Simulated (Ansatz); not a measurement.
**Run report: CH$_{10}$Si$_{2}$, geometry relaxation (part 2 of 2)**

Continued. System: CH$_{10}$Si$_{2}$. Method: RKS PBE/def2-SVP (Ansatz 0.2.0). The input holds or restrains some coordinates. It belongs to a series of runs on one base structure; here: pulled along the bonds that form and break, towards end B.

Geometry of the input (Å):
```
Si -0.6465  0.7054  0.7301
C  0.5103  -1.0933  1.1150
H  -1.8750  0.0257  0.2898
H  -1.2168  1.1612  2.0468
H  0.4753  1.6605  0.7387
H  0.3422  -0.4891  -0.1405
Si 0.0682  0.4237  -1.7544
H  0.1574  -2.0537  0.7499
H  1.5940  -1.0391  1.0672
H  0.2616  -1.0758  2.1740
H  0.4356  -0.6487  -2.6950
H  1.0725  1.4676  -2.0024
H  -1.1788  0.9556  -2.3193
```

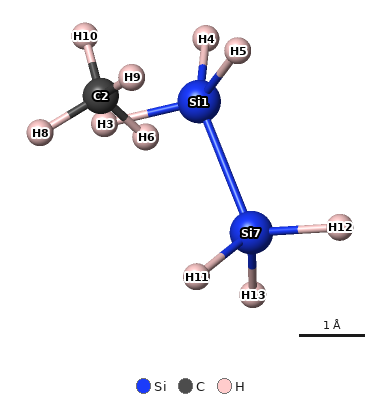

**Figure 1.** The geometry at step 10 of the log (ball-and-stick view, seen at a tilt; atoms are numbered from 1 in the order of the input).

Trajectory as extended XYZ, continued
```
13
Properties=species:S:1:pos:R:3:forces:R:3 step=5 energy=-16934.85654
Si   -0.8279    1.1014    0.3457    0.0714  -0.7814   2.4455
C     0.7404   -1.4485    1.1897   -1.0376   1.3467   0.4859
H    -1.8687   -0.0817    0.2678    0.8349  -0.4107   0.2214
H    -1.3264    1.3630    1.8496   -0.6467   1.2275  -1.2216
H     0.5857    1.6278    0.7666    0.1371  -0.9860   0.2425
H     0.4005   -0.7483    0.4234   -0.4375   0.8106  -0.5195
Si   -0.1226    0.7487   -1.8030    0.3363   0.3158  -1.9253
H     0.2360   -2.3231    0.7851    0.5426  -1.1281   0.2254
H     1.8005   -1.2119    1.1284    0.7865  -0.9264   0.2655
H     0.2790   -1.0936    2.1494    0.3762  -0.4210  -0.3744
H     0.3438   -0.5893   -2.4976   -0.4740   0.3538   1.1513
H     1.1106    1.5837   -2.0516   -0.2192   0.2843  -0.1235
H    -1.3508    1.0718   -2.5535   -0.2701   0.3150  -0.8731
13
Properties=species:S:1:pos:R:3:forces:R:3 step=6 energy=-16935.81780
Si   -0.8446    1.1348    0.3405    0.1686  -0.8167   2.0036
C     0.7423   -1.4463    1.1702   -0.4443   0.5972   0.1000
H    -1.7764   -0.1290    0.3065    0.8039  -0.1416   0.2567
H    -1.4014    1.4993    1.7361   -0.6922   1.2414  -0.8874
H     0.5988    1.5116    0.8044   -0.1446  -0.8868   0.1772
H     0.3943   -0.7314    0.4123   -0.0791   0.1739  -0.1758
Si   -0.1558    0.8033   -1.8009   -0.0381   0.4604  -2.0155
H     0.2889   -2.3871    0.8131    0.5478  -0.4043   0.2800
H     1.8344   -1.2885    1.1521    0.1308  -0.6933   0.1799
H     0.2983   -1.1192    2.1410    0.2471  -0.2719  -0.2563
H     0.3002   -0.5654   -2.3797   -0.3795   0.2366   0.9721
H     1.0871    1.6163   -2.0629   -0.2074   0.2859  -0.1158
H    -1.3662    1.1017   -2.6329    0.0870   0.2194  -0.5186
13
Properties=species:S:1:pos:R:3:forces:R:3 step=7 energy=-16936.53632
Si   -0.8461    1.1335    0.3539    0.0430  -0.5940   1.7583
C     0.7500   -1.4521    1.1500   -0.0121   0.0168   0.0058
H    -1.7017   -0.1502    0.3434    0.5678  -0.1407   0.3500
H    -1.4861    1.6505    1.6438   -0.5537   1.0643  -0.8687
H     0.5879    1.4201    0.8333   -0.1393  -0.6905   0.2589
H     0.4095   -0.7411    0.3820    0.0858  -0.1224  -0.0394
Si   -0.1839    0.8358   -1.7933    0.0094   0.5645  -1.9285
H     0.3347   -2.4340    0.8322    0.4539  -0.0131   0.2480
H     1.8575   -1.3508    1.1657   -0.1840  -0.4695   0.1034
H     0.3142   -1.1368    2.1237    0.1447  -0.1513  -0.1831
H     0.2624   -0.5521   -2.2765   -0.2894   0.1315   0.7657
H     1.0574    1.6487   -2.0741   -0.2066   0.2186  -0.0955
H    -1.3558    1.1284   -2.6841    0.0804   0.1858  -0.3749
13
Properties=species:S:1:pos:R:3:forces:R:3 step=8 energy=-16937.08635
Si   -0.8489    1.1302    0.3679   -0.0953  -0.3899   1.6574
C     0.7632   -1.4648    1.1270    0.2304  -0.3484   0.1040
H    -1.6446   -0.1695    0.4046    0.3648  -0.1062   0.3654
H    -1.5626    1.7960    1.5366   -0.3880   0.8502  -0.8707
H     0.5693    1.3416    0.8809   -0.1277  -0.4902   0.2934
H     0.4348   -0.7656    0.3463    0.1305  -0.1951  -0.0488
Si   -0.2038    0.8640   -1.7827    0.0290   0.5054  -1.8710
H     0.3708   -2.4696    0.8430    0.3646   0.1385   0.1835
H     1.8756   -1.3983    1.1723   -0.2794  -0.3246   0.0399
H     0.3268   -1.1471    2.0973    0.0851  -0.0798  -0.1477
H     0.2301   -0.5428   -2.1856   -0.2203   0.1023   0.5949
H     1.0318    1.6752   -2.0860   -0.1623   0.1846  -0.0609
H    -1.3424    1.1507   -2.7217    0.0684   0.1534  -0.2394
13
Properties=species:S:1:pos:R:3:forces:R:3 step=9 energy=-16937.47823
Si   -0.8494    1.1106    0.3819   -0.2375  -0.1289   1.5819
C     0.7929   -1.4824    1.1107    0.5709  -0.6084   0.1165
H    -1.6749   -0.1608    0.4699    0.3832  -0.1414   0.3689
H    -1.6217    1.9321    1.4025   -0.2273   0.6373  -0.8648
H     0.5464    1.3144    0.9407   -0.1500  -0.4494   0.3136
H     0.5665   -0.8085    0.2581    0.1615  -0.3502   0.2726
Si   -0.2196    0.8749   -1.7761    0.0018   0.4752  -1.7125
H     0.4134   -2.5067    0.8565    0.2597   0.3663   0.1305
H     1.9109   -1.4929    1.2634   -0.6460  -0.1053  -0.0964
H     0.3036   -1.1347    2.0482    0.0963  -0.0153  -0.3090
H     0.1903   -0.5362   -2.1628   -0.1457   0.0674   0.4527
H     1.0016    1.7021   -2.0886   -0.1161   0.1310  -0.0477
H    -1.3601    1.1881   -2.7045    0.0491   0.1217  -0.2064
13
Properties=species:S:1:pos:R:3:forces:R:3 step=10 energy=-16937.82564
Si   -0.8506    1.1043    0.4066   -0.3168  -0.0160   1.2969
C     0.8070   -1.4992    1.0874    0.5584  -0.6118   0.2905
H    -1.6270   -0.1826    0.5464    0.1847  -0.0529   0.3558
H    -1.6660    2.0514    1.2547   -0.1572   0.4457  -0.6820
H     0.5194    1.2573    1.0106   -0.0836  -0.2540   0.3292
H     0.5689   -0.8299    0.2384    0.1886  -0.3300   0.1777
Si   -0.2334    0.8890   -1.7575    0.0547   0.4419  -1.6927
H     0.4360   -2.5274    0.8527    0.1948   0.2920   0.0586
H     1.9214   -1.5129    1.2461   -0.5640  -0.0582  -0.1334
H     0.3202   -1.1468    2.0236    0.0888  -0.0271  -0.2769
H     0.1701   -0.5302   -2.0939   -0.0938   0.0283   0.3094
H     0.9827    1.7212   -2.0908   -0.1191   0.0707   0.0109
H    -1.3487    1.2058   -2.7245    0.0645   0.0713  -0.0440
13
Properties=species:S:1:pos:R:3:forces:R:3 step=11 energy=-16938.06637
Si   -0.8535    1.0988    0.4247   -0.3227   0.2041   1.2952
C     0.8244   -1.5158    1.0571    0.3802  -0.5509   0.5188
H    -1.6062   -0.1865    0.6377    0.0461   0.0103   0.2870
H    -1.7045    2.1546    1.0996    0.0010   0.1824  -0.5640
H     0.4928    1.2180    1.0958   -0.2001  -0.0982   0.2271
H     0.5867   -0.8570    0.2104    0.1402  -0.1688  -0.0576
Si   -0.2388    0.8921   -1.7394    0.0816   0.3169  -1.5507
H     0.4560   -2.5409    0.8405    0.1140   0.0938  -0.0157
H     1.9269   -1.5297    1.2251   -0.2556  -0.0477  -0.1167
H     0.3332   -1.1498    1.9832    0.0773  -0.0440  -0.2013
H     0.1559   -0.5331   -2.0314   -0.0366  -0.0149   0.1612
H     0.9622    1.7333   -2.0816   -0.0146   0.0723   0.0257
H    -1.3351    1.2161   -2.7219   -0.0109   0.0447  -0.0090
13
Properties=species:S:1:pos:R:3:forces:R:3 step=12 energy=-16938.23231
Si   -0.8501    1.0902    0.4421   -0.4176   0.3291   1.1889
C     0.8421   -1.5328    1.0342    0.3950  -0.6394   0.5484
H    -1.6225   -0.1662    0.7330    0.0024   0.0339   0.1991
H    -1.7192    2.2321    0.9157    0.0268   0.0858  -0.3529
H     0.4441    1.2147    1.2016   -0.1550  -0.0234   0.1530
H     0.6196   -0.8808    0.1825    0.0723  -0.0549  -0.1579
Si   -0.2388    0.8894   -1.7232    0.1599   0.1649  -1.4360
H     0.4714   -2.5572    0.8240    0.0618   0.0762  -0.0372
H     1.9410   -1.5631    1.2033   -0.1625  -0.0124  -0.0860
H     0.3534   -1.1594    1.9552    0.0480  -0.0216  -0.1336
H     0.1540   -0.5363   -2.0076   -0.0047  -0.0114   0.0575
H     0.9503    1.7472   -2.0690   -0.0098   0.0413   0.0333
H    -1.3453    1.2221   -2.6921   -0.0165   0.0319   0.0234
13
Properties=species:S:1:pos:R:3:forces:R:3 step=13 energy=-16938.33075
Si   -0.8446    1.0804    0.4591   -0.5167   0.4510   1.1007
C     0.8596   -1.5503    1.0138    0.3882  -0.7148   0.5471
H    -1.6532   -0.1293    0.8362   -0.0166   0.0390   0.0924
H    -1.7111    2.2893    0.7243    0.0293   0.0152  -0.1450
H     0.3846    1.2298    1.3111   -0.0840   0.0216   0.0703
H     0.6606   -0.9003    0.1604    0.0053   0.0942  -0.2756
Si   -0.2354    0.8783   -1.7075    0.2303   0.0100  -1.3084
H     0.4812   -2.5682    0.7955    0.0098   0.0335  -0.0314
H     1.9537   -1.6020    1.1863   -0.0561   0.0104  -0.0362
H     0.3697   -1.1720    1.9288    0.0194  -0.0016  -0.0607
H     0.1679   -0.5400   -2.0094    0.0159  -0.0078  -0.0118
H     0.9323    1.7651   -2.0539   -0.0018   0.0244   0.0322
H    -1.3653    1.2192   -2.6449   -0.0231   0.0250   0.0265
13
Properties=species:S:1:pos:R:3:forces:R:3 step=14 energy=-16938.36465
Si   -0.8365    1.0697    0.4793   -0.6927   0.6255   1.1141
C     0.8749   -1.5729    0.9849    0.3110  -0.6568   0.5391
H    -1.6902   -0.0847    0.9388    0.0151   0.0810  -0.0249
H    -1.6938    2.3273    0.5648    0.1213  -0.1716  -0.0018
H     0.3254    1.2667    1.4170   -0.0507   0.0107  -0.0633
H     0.7146   -0.9957    0.0722   -0.0345   0.1424  -0.2741
Si   -0.2305    0.8599   -1.6882    0.2918  -0.0682  -1.2251
H     0.4985   -2.6033    0.8284   -0.0154   0.0492   0.0017
H     1.9613   -1.6213    1.1920   -0.0008   0.0236   0.0068
H     0.3583   -1.1189    1.8512    0.0627  -0.0696  -0.0987
H     0.1968   -0.5401   -2.0478   -0.0046   0.0359  -0.0160
H     0.9130    1.7881   -2.0129   -0.0185  -0.0007   0.0138
H    -1.3918    1.2252   -2.5798    0.0154  -0.0015   0.0285
13
Properties=species:S:1:pos:R:3:forces:R:3 step=15 energy=-16938.36525
Si   -0.8379    1.0659    0.4766   -0.5975   0.5430   1.0288
C     0.8746   -1.5733    0.9893    0.3325  -0.6821   0.5513
H    -1.6990   -0.0740    0.9405   -0.0179  -0.0068   0.0024
H    -1.6805    2.3175    0.5584   -0.0009   0.0101   0.0076
H     0.3249    1.2649    1.4039    0.0167   0.0084   0.0060
H     0.6954   -0.9859    0.0882   -0.0391   0.1642  -0.3080
Si   -0.2301    0.8584   -1.6897    0.2805  -0.0531  -1.2015
H     0.5040   -2.6041    0.8234   -0.0005   0.0361   0.0015
H     1.9644   -1.6117    1.1827   -0.0172   0.0133  -0.0018
H     0.3645   -1.1376    1.8676    0.0421  -0.0418  -0.0750
H     0.1983   -0.5374   -2.0536    0.0111  -0.0027  -0.0258
H     0.9106    1.7908   -2.0075   -0.0007   0.0075   0.0090
H    -1.3892    1.2265   -2.5799   -0.0092   0.0037   0.0056
```

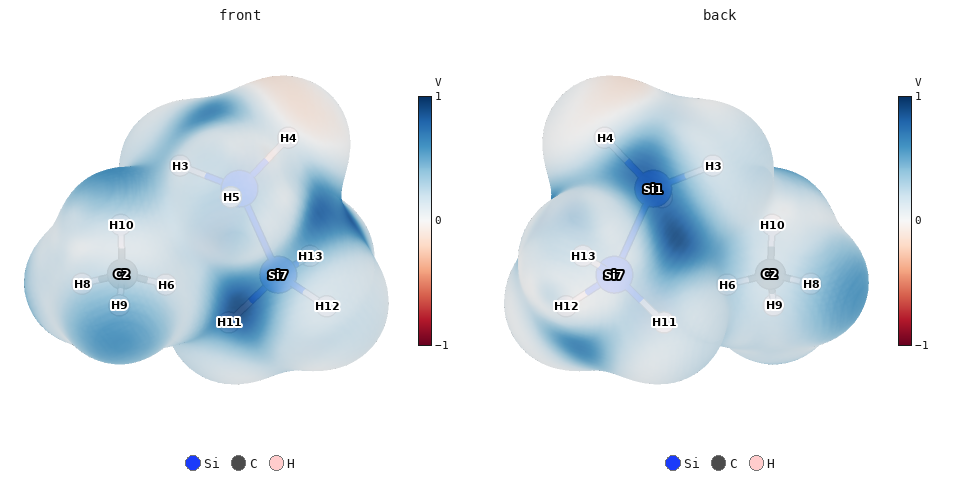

**Figure 2.** The electrostatic potential painted on the density surface at 0.002 e/bohr³, seen at a tilt and from behind; red is negative and blue positive. A positive charge is drawn to the negative regions and a negative charge to the positive ones.

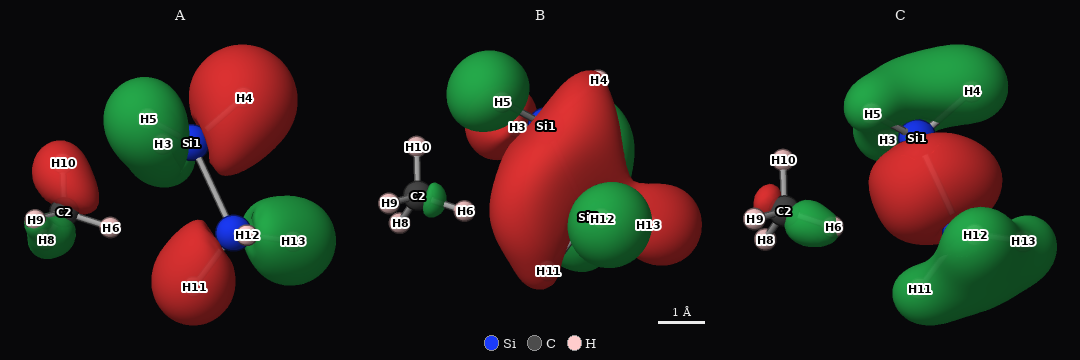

**Figure 3.** Three frontier orbitals at ±0.08 Å⁻³ᐟ² (green and red are the two phases). A is the HOMO−1 (−7.91 eV). It lies mainly on Si1 (25 %), H4 (25 %), Si7 (10 %), H5 (10 %) and H13 (10 %). C is the HOMO (−7.38 eV). By Hirshfeld shares it lies mainly on Si1 (35 %) and Si7 (35 %). B is the LUMO (−0.57 eV). The HOMO–LUMO gap is 6.81 eV between the orbital energies.

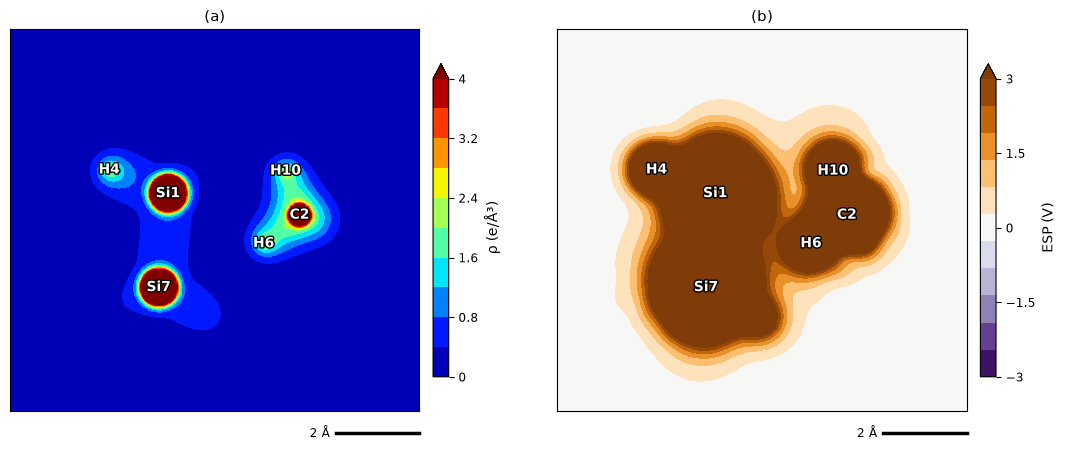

**Figure 4.** (a) total electron density; (b) electrostatic potential on the plane of atoms H4, Si1 and Si7. The plane passes through Si, C and H nuclei. Si–Si (2.26 Å): ρ at the midpoint is about 0.7 e/Å³. C–H (1.09 Å): ρ is about 1.9 e/Å³ halfway. Si–H (1.51 Å): ρ at the midpoint is about 0.73 e/Å³. The potential has no marked negative region in this plane.

Key numbers

| quantity | value |
| --- | --- |
| outcome | converged under the restraints of the input |
| total energy | −16938.3653 eV |
| mean-field energy | −16938.3653 eV |
| largest force (length of the vector) at the end, held atoms and coordinates included | 1.308 eV/Å |
| wall time | 23 s (CPU time 44 s) |
| peak memory | 0.13 GiB |
